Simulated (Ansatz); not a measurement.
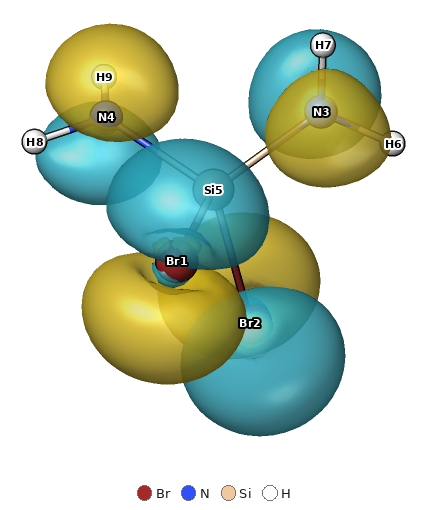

The picture shows: Br2H4N2Si. The HOMO at ±0.1 Å⁻³ᐟ² (yellow and cyan are the two phases), seen at a tilt.

Geometry: PBE0-D4/def2-SVP.

These are results of Ansatz, isolated molecule in a Gaussian basis; Kohn-Sham density functional theory, functional PBE0, not measurements.

```xyz
9

Br    2.4962   -0.3146    0.2858
Br    0.0137   -1.6919   -1.8768
N    -0.2957    1.2282   -0.7859
N    -0.4602   -0.6168    1.2765
Si    0.3129   -0.2481   -0.1951
H    -0.2088    1.4572   -1.7691
H    -0.2661    2.0506   -0.1926
H    -0.0298   -1.2604    1.9299
H    -1.4736   -0.6505    1.3102
```

What is the character of this orbital?

Its weight (Hirshfeld) is mainly on Br1 (about 30 %), Br2 (about 30 %), N3 (about 15 %) and N4 (about 15 %); largely a combination of lone pairs on Br1, Br2, N3 and N4. Its energy is −7.86 eV.
